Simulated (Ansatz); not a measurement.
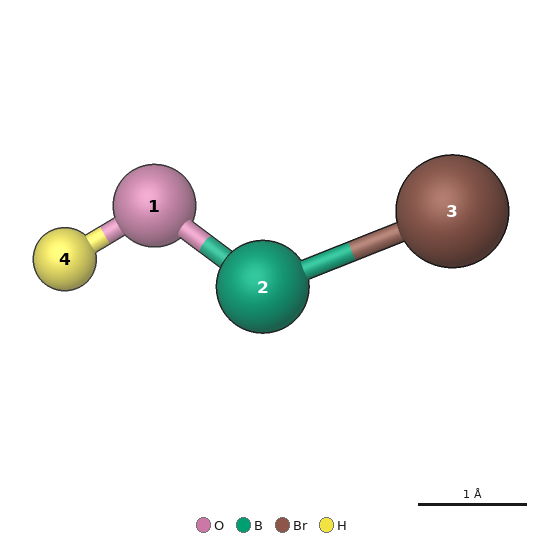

Orthographic view. Distant atoms are faded towards the background colour. Charge 0, doublet. The computed structure is the end point of a PBE-D4/def2-SVP optimisation. No frequency run is at hand to confirm it as a minimum.

Give the geometry as a Z-matrix, atoms in numerical order, with these reference atoms: 2 to 1; 3 to 2, 1; 4 to 1, 2, 3.

```
O  
B    1   1.343
Br   2   1.918   1   122.1
H    1   0.976   2   112.4   3   180.0
```
